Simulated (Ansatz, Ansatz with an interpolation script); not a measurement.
# Ba2CaMoO6 (Fm-3m): quasiparticle bands by Wannier interpolation

Aim: the G0W0 bands of Ba2CaMoO6 (Fm-3m) along the symmetry lines, with the gap off the mesh.

Calculated with Ansatz 0.2.0; LDA, Wannier functions and G0W0, plane waves, PAW.

## Step 1: Set-up

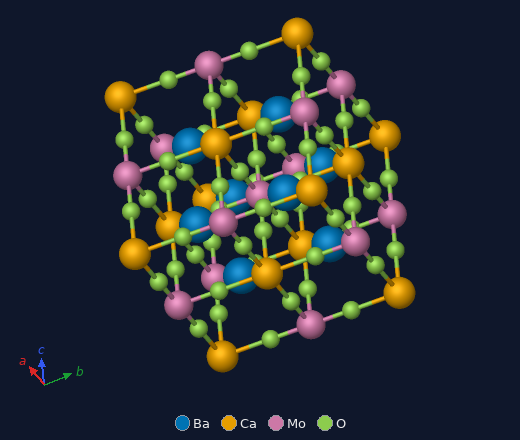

The starting structure, seen from a free direction (barium blue, calcium orange, molybdenum pink, oxygen green). This picture shows the conventional cell, with its axes. Some periodic images of atoms are drawn too.

The cell and positions come from the Crystallography Open Database and are kept as given unless a step says otherwise. Spin-orbit coupling is left out unless a step names it.

## Step 2: LDA bands

Levels along a band path, at the cheap level, show where the edges lie and whether the meshes to come will hold them.

This step: DFT, LDA, plane waves, PAW; PAW set soft_1.

File input.yaml:

```yaml
crystal:
  lattice:
    - [0.0, 4.1900565, 4.1900565]
    - [4.1900565, 0.0, 4.1900565]
    - [4.1900565, 4.1900565, 0.0]
  atoms:
    - { symbol: Ba, position: [0.25, 0.25, 0.25] }
    - { symbol: Ba, position: [0.75, 0.75, 0.75] }
    - { symbol: Ca, position: [0.0, 0.0, 0.0] }
    - { symbol: Mo, position: [0.5, 0.5, 0.5] }
    - { symbol: O, position: [0.72814, 0.27186, 0.27186] }
    - { symbol: O, position: [0.27186, 0.72814, 0.27186] }
    - { symbol: O, position: [0.27186, 0.72814, 0.72814] }
    - { symbol: O, position: [0.72814, 0.27186, 0.72814] }
    - { symbol: O, position: [0.27186, 0.27186, 0.72814] }
    - { symbol: O, position: [0.72814, 0.72814, 0.27186] }
kpoints:
  mp_grid: { grid: [4, 4, 4] }
  band_path:
    path:
      - [[0.0, 0.0, 0.0], [0.5, 0.0, 0.5], [0.625, 0.25, 0.625]]
      - [[0.375, 0.375, 0.75], [0.0, 0.0, 0.0], [0.5, 0.5, 0.5], [0.5, 0.25, 0.75], [0.5, 0.0, 0.5]]
    npoints: 10
hamiltonian:
  xc: lda
  pseudopotentials: { kind: paw, azcp: { folder: soft_1 }, xc_functional: pbe }
scf:
  occupations: { method: fermi_dirac, width: 0.02 }
  n_extra_bands: 78
output:
  eigenvalues: true
  forces: true
  stress: true
  fatbands: true
  write_density: true
  write_potential: true
  elf: true
  volumetric_format: npy
```

The run is started by

```
ansatz run input.yaml --threads 2 --pin off --max-ram 92160MiB --backend cuda --events-out ev --progress --plain --runs-dir out --devices 1 --max-vram 13GiB
```

Numbers of over 12 decimals in the logs are rounded to 6 here.

Log:

```text
scf.n_extra_bands = 78 over 40 filled bands (N_el = 80.0): the run solves 118 bands
GPUs: using 1 of 1 available (devices: 1).
Engine: ansatz 0.2.0, x86_64-unknown-linux-gnu
Pseudopotentials: kind: paw
Pseudopotential: Ba, paw, valence charge 10, recommended cutoff 420 eV (normal), soft_1/Ba.paw.azcp
Pseudopotential: Ca, paw, valence charge 10, recommended cutoff 420 eV (normal), soft_1/Ca.paw.azcp
Pseudopotential: Mo, paw, valence charge 14, recommended cutoff 420 eV (normal), soft_1/Mo.paw.azcp
Pseudopotential: O, paw, valence charge 6, recommended cutoff 420 eV (normal), soft_1/O.paw.azcp
Functional definition: SPW92
  exchange = slater_x
  correlation = pw_c
device memory: the entry about to start is reckoned to put 4.0 GiB on a device that reports 45.0 GiB free (of which the cap on the GPU budget leaves the run 13.0 GiB)
GPU FFT provider: cuFFT
GPU libraries: cuBLAS 13.8.2, cuFFT 12.4.0, cuSOLVER 12.3.4
Crystal: 10 atoms, lattice volume = 147.126 Å³
Basis set: ecut = 420 eV, 2891 PW (Γ)
Bands: 118, of which v1, the nominal top of the filled ones, is band 40 counted from 1 (39 counted from 0)
Symmetry: 48 space group operations
Space group: Fm-3m (ITA 225), of the structure as read, at distance tolerance 5.3e-5 Å
k-points: 8 of 64
Non-local potential: Ba, projectors of the file, l = 0: 3, l = 1: 2, l = 2: 2, l = 3: 2
Non-local potential: Ca, projectors of the file, l = 0: 3, l = 1: 2, l = 2: 2
Non-local potential: Mo, projectors of the file, l = 0: 3, l = 1: 2, l = 2: 2, l = 3: 1
Non-local potential: O, projectors of the file, l = 0: 2, l = 1: 2, l = 2: 1
PAW form: soft (Blöchl's): semilocal exchange-correlation on the pseudo side does not see the compensation charge
PAW frozen core: Ba, regenerated for the run's functional, and the local potential with it (the file was generated under x = pbe(κ = 0.804, μ = 0.219515), c = pbe(β = 0.066725))
PAW frozen core: Ca, regenerated for the run's functional, and the local potential with it (the file was generated under x = pbe(κ = 0.804, μ = 0.219515), c = pbe(β = 0.066725))
PAW frozen core: Mo, regenerated for the run's functional, and the local potential with it (the file was generated under x = pbe(κ = 0.804, μ = 0.219515), c = pbe(β = 0.066725))
PAW frozen core: O, regenerated for the run's functional, and the local potential with it (the file was generated under x = pbe(κ = 0.804, μ = 0.219515), c = pbe(β = 0.066725))
PAW one-centre angular grid: Ba, 194 points (default); XC on 64 Gauss nodes
PAW one-centre angular grid: Ca, 110 points (default); XC on 64 Gauss nodes
PAW one-centre angular grid: Mo, 590 points (default); XC on 64 Gauss nodes
PAW one-centre angular grid: O, 110 points (default); XC on 64 Gauss nodes
Initial density: superposition of atomic densities (chi_scale 0.1, normalization cell, long waves kept (reshape's long-wave potential 0.01 eV rms))
Initial wavefunctions: pseudopotential atomic-orbital guess
GPU buffer pool allocated for 64000 grid points (all kernels)
GPU transforms: local potential and band sums: pruned to the plane-wave sphere, on 40×40×40
Functional: x = slater, c = lda
SCF iter   1: F=—  HF=-21531.401481 eV  |F-HF|=—  |Δ(HF+E_count)|=         —  Δρ=1.06e-1  dr2=4.74e1  ethr=3.10e-3  ⟨swp⟩=6.5  Hψ=5106  notcnv=0  defer=314
preconditioner: auto → Resta (q_TF=auto, 2.465 Å⁻¹)  ε∞=2.2  [insulator: Δε(μ)=2.799 eV  Ē_g=22.554 eV  σ=0.020 eV  W_gap=1.00  n_scr=26 (ndim 8)  ℏωp=24.9 eV  f_vac=0.000  D(μ)=0.00/eV (n_scr^D=0)  ε∞_Penn≈2.2]
SCF iter   2: F=—  HF=-21521.014153 eV  |F-HF|=—  |Δ(HF+E_count)|=    1.04e1  Δρ=4.53e-2  dr2=6.59e0  ethr=3.10e-3  ⟨swp⟩=2.0  Hψ=1448  notcnv=0  defer=576
SCF iter   3: F=—  HF=-21519.585174 eV  |F-HF|=—  |Δ(HF+E_count)|=    1.43e0  Δρ=1.11e-2  dr2=1.28e-1  ethr=3.10e-3  ⟨swp⟩=3.0  Hψ=817  notcnv=0  defer=579
SCF iter   4: F=—  HF=-21519.558788 eV  |F-HF|=—  |Δ(HF+E_count)|=   2.64e-2  Δρ=3.92e-3  dr2=1.77e-2  ethr=1.60e-4  ⟨swp⟩=2.1  Hψ=1058  notcnv=0  defer=581
SCF iter   5: F=—  HF=-21519.555708 eV  |F-HF|=—  |Δ(HF+E_count)|=   3.08e-3  Δρ=7.40e-4  dr2=9.81e-4  ethr=2.22e-5  ⟨swp⟩=2.0  Hψ=710  notcnv=0  defer=581
SCF iter   6: F=—  HF=-21519.555572 eV  |F-HF|=—  |Δ(HF+E_count)|=   1.36e-4  Δρ=9.01e-5  dr2=1.75e-5  ethr=1.23e-6  ⟨swp⟩=3.0  Hψ=715  notcnv=0  defer=581
SCF iter   7: F=—  HF=-21519.555384 eV  |F-HF|=—  |Δ(HF+E_count)|=   1.88e-4  Δρ=3.01e-5  dr2=1.89e-6  ethr=2.19e-8  ⟨swp⟩=2.0  Hψ=800  notcnv=0  defer=581
SCF iter   8: F=-21519.555384 eV  HF=-21519.555384 eV  |F-HF|=6.44e-8  |Δ(HF+E_count)|=   3.92e-7  Δρ=5.84e-6  dr2=7.22e-8  ethr=1.25e-10  ⟨swp⟩=15.9  Hψ=8325  notcnv=0
SCF 1 converged in 8 iterations: F = -21519.555384 eV  dr2 = 7.22e-8
[...]
device memory: the entry about to start is reckoned to put 3.0 GiB on a device that reports 45.0 GiB free (of which the cap on the GPU budget leaves the run 13.0 GiB)
NSCF: frozen V_eff on 62 k-points
SCF converged after 8 iterations
Free energy (F): -21519.555384 eV
Harris-Foulkes:  -21519.555384 eV  (|F-HF|=6.44e-8)
Internal energy: -21519.555384 eV  (E = F + TS)
E sigma→0 (E₀):  -21519.555384 eV
Fermi energy:    9.847966 eV
--- Per-component energies (eV) ---
  E_band       = -305.312322
  E_kinetic    = 2000.772112
  E_local      = -4724.220811  (includes V_loc(G=0)·N_el)
  E_nonlocal   = 757.780817
  E_hartree    = 1713.924351
  E_xc         = -1120.605641
  E_vxc        = -1182.297507  (∫ρ·V_xc dr)
  E_paw        = -14883.269133  (= ΣΔE_a)
  E_vpaw       = -585.204755  (= ΣTr[D̂ρ^β])
  E_aug_tail   = 0.004744  (compensation charges beyond the density's cutoff)
  E_ewald      = -5265.844372
  E_core_change = 1.902550  (= ΣΔE_core)
  E_smearing   = -0.000000  (= −TS)
  E_closure    = -0.000000  (closes the sum)
  Σ components = -21519.555384   (vs F -21519.555384, Δ=0.00e0)
--- Forces (eV/Å), atoms counted from 1 ---
  atom   1  Ba    -0.00000000     0.00000000    -0.00000000
  atom   2  Ba     0.00000000     0.00000000     0.00000000
  atom   3  Ca    -0.00000000     0.00000000    -0.00000000
  atom   4  Mo     0.00000000    -0.00000000    -0.00000000
  atom   5  O     -0.18422384     0.00000000    -0.00000000
  atom   6  O      0.00000000    -0.18422384     0.00000000
  atom   7  O      0.18422384     0.00000000    -0.00000000
  atom   8  O      0.00000000     0.18422384    -0.00000000
  atom   9  O     -0.00000000     0.00000000    -0.18422384
  atom  10  O      0.00000000    -0.00000000     0.18422384
  max |Σ_I F_I| component: 2.83e-17 eV/Å
--- Stress (GPa, compression-positive) ---
       -5.228394       0.000000      -0.000000
       -0.000000      -5.228394       0.000000
        0.000000       0.000000      -5.228394
  P = ⅓ Tr σ = -5.2284 GPa (-52.284 kbar)
--- Band table (eV; the first three rows and the last of 8) ---
  k-point 0: bands = [... 36 lower, 8.4511, 8.7736, 8.7736, 8.7736, 11.3151, 11.3151, 11.3151, 13.3095, ... 74 higher]
  k-point 1: bands = [... 36 lower, 8.2006, 8.5532, 8.5532, 8.6431, 11.4444, 11.5484, 11.5484, 13.9950, ... 74 higher]
  k-point 2: bands = [... 36 lower, 7.9932, 8.3131, 8.3131, 8.4649, 11.6229, 11.7317, 11.7317, 15.0200, ... 74 higher]
  k-point 7: bands = [... 36 lower, 7.9356, 7.9356, 8.4043, 8.4043, 11.5536, 11.5536, 12.1047, 15.2386, ... 74 higher]
```

The job ended after 8.8 s (1 × NVIDIA H100 80GB HBM3 (shared by 6 runs) with 2 threads of AMD EPYC 7R13 (Zen 3), shared host; peak memory 1 GiB).

Reading the cycles: dr2 is the Hartree energy of the density residual (eV), the measure of convergence; HF is the Harris–Foulkes estimate of the energy, which meets the free energy F at convergence.

Numbers from this step:

```
pressure             : -5.228 GPa
filled bands         : 40
gap                  : 2.138 eV
valence top at       : Γ
conduction bottom at : X
least direct gap     : 2.184 eV
```

The gap is indirect, with the least direct gap 0.05 eV higher. The pressure of -5 GPa says that this functional would shrink the cell; it is kept.

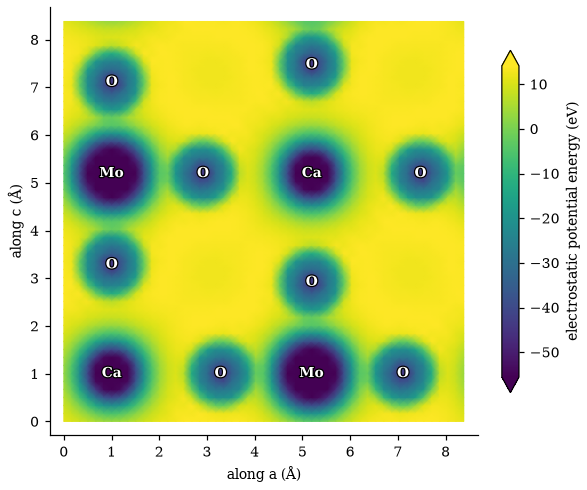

Electrostatic potential energy in the ac plane of the conventional cell at fractional y = 0.000, with atoms of Ca and Mo and O within 0.2 Å of it. With pseudopotentials it is smooth inside the atoms' cores, unlike the true potential. The map starts off the cell's origin, so that atoms lie inside it.

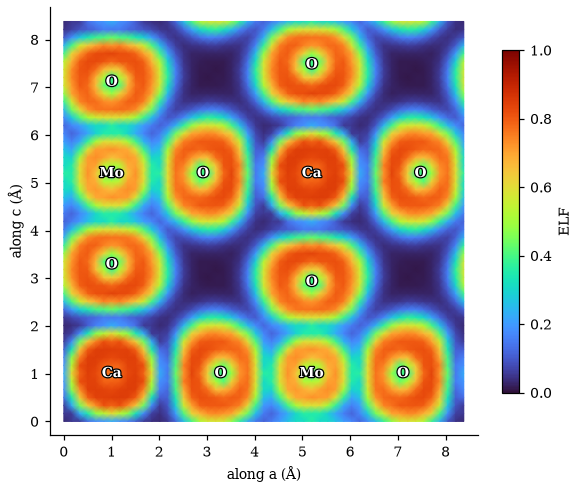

ELF in the ac plane of the conventional cell at fractional y = 0.000, with atoms of Ca and Mo and O within 0.2 Å of it. It is the smooth field of the valence electrons, not physical close to the nuclei. The map starts off the cell's origin, so that atoms lie inside it.

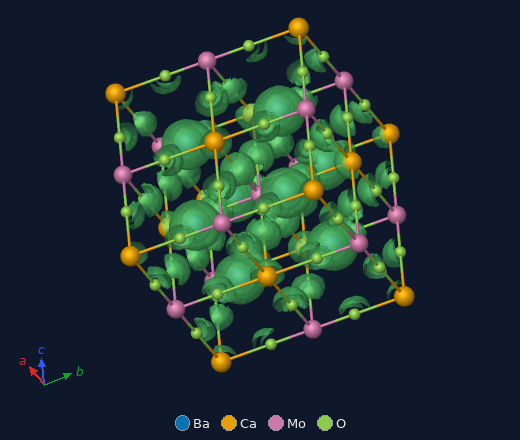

Surface of ELF = 0.79.

## Step 3: Wannier functions (Mo:4d O:2p) on 8×8×8

Localised functions give a small Hamiltonian that interpolates between mesh points at no cost.

This step: maximally localised Wannier functions, LDA, plane waves, PAW; PAW set soft_1.

input.yaml, the sections that differ from step 2:

```yaml
kpoints:
  mp_grid: { grid: [4, 4, 4] }
scf:
  occupations: { method: fixed }
  n_extra_bands: 78
output:
  wannier:
    kmesh: [8, 8, 8]
    projections: [{ species: Mo, l: d, shell: 4 }, { species: O, l: p, shell: 2 }]
    minimise: true
    write_hr: true
    seedname: w
    conv_tol: 1.0e-06
    max_iter: 20000
    stability_check: false
    disentanglement:
      window: [4.09, 17.09]
      frozen_window: [4.09, 13.21]
      conv_tol: 1.0e-08
# crystal, hamiltonian: as in step 2
```

Log:

```text
[...]
GPUs: using 1 of 1 available (devices: 1).
[...]
GPU FFT provider: cuFFT
GPU libraries: cuBLAS 13.8.2, cuFFT 12.4.0, cuSOLVER 12.3.4
Crystal: 10 atoms, lattice volume = 147.126 Å³
Basis set: ecut = 420 eV, 2891 PW (Γ)
Bands: 118, of which v1, the nominal top of the filled ones, is band 40 counted from 1 (39 counted from 0)
Symmetry: 48 space group operations
[...]
k-points: 8 of 64
[...]
GPU buffer pool allocated for 64000 grid points (all kernels)
[...]
SCF iter   1: F=—  HF=-21531.401555 eV  |F-HF|=—  |Δ(HF+E_count)|=         —  Δρ=1.06e-1  dr2=4.75e1  ethr=3.10e-3  ⟨swp⟩=5.8  Hψ=3605  notcnv=0  defer=600
[...]
SCF iter  10: F=-21519.555384 eV  HF=-21519.555384 eV  |F-HF|=1.25e-9  |Δ(HF+E_count)|=   1.03e-7  Δρ=9.12e-7  dr2=1.58e-9  ethr=1.25e-10  ⟨swp⟩=14.4  Hψ=7792  notcnv=0
SCF 1 converged in 10 iterations: F = -21519.555384 eV  dr2 = 1.58e-9
[...]
NSCF: frozen V_eff on 8 k-points
the band table was solved once the SCF had ended and its energy, with any forces and stress, was formed, with the checks that follow a solve (3369 applications of the Hamiltonian). They found nothing against the state; the energy, forces and stress were not computed again (output.eigenvalues in the input reference)
[...]
the Wannier pass solved 32 of the 512 points of its mesh, and has the states at the others by symmetry: states obtained by the crystal's operations at points that were solved too leave a residual of 3.80e-13 eV (read by the count's bands and the next), within 5.56e-6 eV
SCF converged after 10 iterations
Free energy (F): -21519.555384 eV
[...]
Internal energy: -21519.555384 eV  (E = F + TS)
E sigma→0 (E₀):  -21519.555384 eV
Fermi energy:    8.773605 eV
[...]
--- Band table (eV; the first three rows and the last of 8) ---
  k-point 0: bands = [... 36 lower, 8.4512, 8.7736, 8.7736, 8.7736, 11.3150, 11.3150, 11.3150, 13.3095, ... 74 higher]
  k-point 1: bands = [... 36 lower, 8.2006, 8.5533, 8.5533, 8.6431, 11.4443, 11.5483, 11.5483, 13.9951, ... 74 higher]
  k-point 2: bands = [... 36 lower, 7.9932, 8.3132, 8.3132, 8.4650, 11.6228, 11.7317, 11.7317, 15.0200, ... 74 higher]
  k-point 7: bands = [... 36 lower, 7.9356, 7.9356, 8.4043, 8.4043, 11.5536, 11.5536, 12.1046, 15.2386, ... 74 higher]
Wannier search: line search 1 of at most 20000: gauge-dependent spread (as the search counts it) 1.4792107 Å², largest recent change 1.2e-1 Å² against conv_tol 1.0e-6 Å², 0 stops escaped
```

Elapsed: 24 s, on 1 × NVIDIA H100 80GB HBM3 (shared by 6 runs) with 2 threads; peak memory 2 GiB.

This step gave:

- gauge-invariant spread: 43.08 Å²
- diagonal spread: 0.003948 Å²
- off-diagonal spread: 1.219 Å²
- total spread: 44.31 Å²
- least projectability: 0.1318
- localisation steps: 64
- disentanglement steps: 271
- r.m.s. interpolation error: 1.83e-4 eV
- r.m.s. error near the gap: 1.98e-4 eV

Near the gap the model misses directly solved bands by 0.2 meV r.m.s. and by 1 meV at most in the window tested. This tests the starting bands, not the corrections carried with them.

Wannier functions, by row:

| function | x (Å) | y (Å) | z (Å) | spread (Å²) | nearest atom | distance (Å) |
| --- | --- | --- | --- | --- | --- | --- |
| 1 | 4.19 | 4.19 | 4.19 | 6.377 | Mo4 | 0 |
| 2 | 4.19 | 4.19 | 4.19 | 1.519 | Mo4 | 0 |
| 3 | 4.19 | 4.19 | 4.19 | 1.519 | Mo4 | 0 |
| 4 | 4.19 | 4.19 | 4.19 | 6.376 | Mo4 | 0 |
| 5 | 4.19 | 4.19 | 4.19 | 1.519 | Mo4 | 0 |
| 6 | 2.251 | 4.19 | 4.19 | 1.344 | O5 | 0.027 |
| 7 | 2.175 | 4.19 | 4.19 | 1.811 | O5 | 0.103 |
| 8 | 2.251 | 4.19 | 4.19 | 1.344 | O5 | 0.027 |
| 9 | 4.19 | 2.251 | 4.19 | 1.344 | O6 | 0.027 |
| 10 | 4.19 | 2.251 | 4.19 | 1.344 | O6 | 0.027 |
| 11 | 4.19 | 2.175 | 4.19 | 1.811 | O6 | 0.103 |
| 12 | 6.129 | 4.19 | 4.19 | 1.344 | O7 | 0.027 |
| 13 | 6.205 | 4.19 | 4.19 | 1.811 | O7 | 0.103 |
| 14 | 6.129 | 4.19 | 4.19 | 1.344 | O7 | 0.027 |
| 15 | 4.19 | 6.129 | 4.19 | 1.344 | O8 | 0.027 |
| 16 | 4.19 | 6.129 | 4.19 | 1.344 | O8 | 0.027 |
| 17 | 4.19 | 6.205 | 4.19 | 1.811 | O8 | 0.103 |
| 18 | 4.19 | 4.19 | 2.175 | 1.81 | O9 | 0.103 |
| 19 | 4.19 | 4.19 | 2.251 | 1.344 | O9 | 0.027 |
| 20 | 4.19 | 4.19 | 2.251 | 1.344 | O9 | 0.027 |
| 21 | 4.19 | 4.19 | 6.205 | 1.81 | O10 | 0.103 |
| 22 | 4.19 | 4.19 | 6.129 | 1.344 | O10 | 0.027 |
| 23 | 4.19 | 4.19 | 6.129 | 1.344 | O10 | 0.027 |

Frozen up to 4.44 eV; above it the model need not follow the bands. Electronic bands along the path, in eV, zero at the valence-band top:

| point | band 37 | band 38 | band 39 | band 40 | band 41 | band 42 | band 43 | band 44 |
| --- | --- | --- | --- | --- | --- | --- | --- | --- |
| Γ | -0.32 | 0.00 | 0.00 | 0.00 | 2.54 | 2.54 | 2.54 | 6.95 |
| X | -1.00 | -0.53 | -0.53 | -0.05 | 2.14 | 3.34 | 3.34 | 6.13 |
| U | -0.77 | -0.76 | -0.72 | -0.18 | 2.49 | 3.16 | 3.22 | 6.48 |
| jump to K | -0.77 | -0.76 | -0.72 | -0.18 | 2.49 | 3.16 | 3.22 | 6.48 |
| Γ | -0.32 | 0.00 | 0.00 | 0.00 | 2.54 | 2.54 | 2.54 | 6.95 |
| L | -0.78 | -0.46 | -0.46 | -0.31 | 2.85 | 2.96 | 2.96 | 7.29 |
| W | -0.84 | -0.84 | -0.37 | -0.37 | 2.78 | 2.78 | 3.33 | 6.51 |
| X | -1.00 | -0.53 | -0.53 | -0.05 | 2.14 | 3.34 | 3.34 | 6.13 |

The same for Kohn-Sham, solved directly:

```
point  band 37  band 38  band 39  band 40  band 41  band 42  band 43  band 44
    Γ    -0.32     0.00     0.00     0.00     2.54     2.54     2.54     4.54
    X    -1.00    -0.53    -0.53    -0.05     2.14     3.34     3.34     6.03
    U    -0.77    -0.76    -0.72    -0.18     2.49     3.16     3.22     6.30
    K    -0.77    -0.76    -0.72    -0.18     2.49     3.16     3.22     6.30
    Γ    -0.32     0.00     0.00     0.00     2.54     2.54     2.54     4.54
    L    -0.78    -0.46    -0.46    -0.31     2.85     2.96     2.96     6.25
    W    -0.84    -0.84    -0.37    -0.37     2.78     2.78     3.33     6.47
    X    -1.00    -0.53    -0.53    -0.05     2.14     3.34     3.34     6.03
```

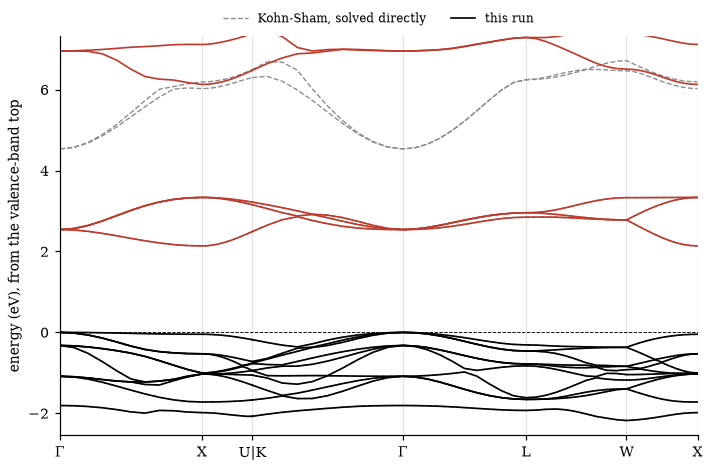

Electronic bands along the path; lines of filled and empty bands in two colours; dashed: Kohn-Sham, solved directly.

(Continued in part 2 of 2.)

[Paths, hosts, dates, memory and timing lines, banners, echoed tables and standing remarks are left out of the program output.]

[Logs are printed without paths, hosts, clocks, repeated set-up lines and the standing remarks that a program may print on its own settings, such as how far it seeks lower states.]

[Runs of the session that timed out or met a known fault of the program may be left out.]

[Hosts, paths, dates, database ids (printed as entryN), source tags and the programs' standing remarks are cut or masked in the printed files.]
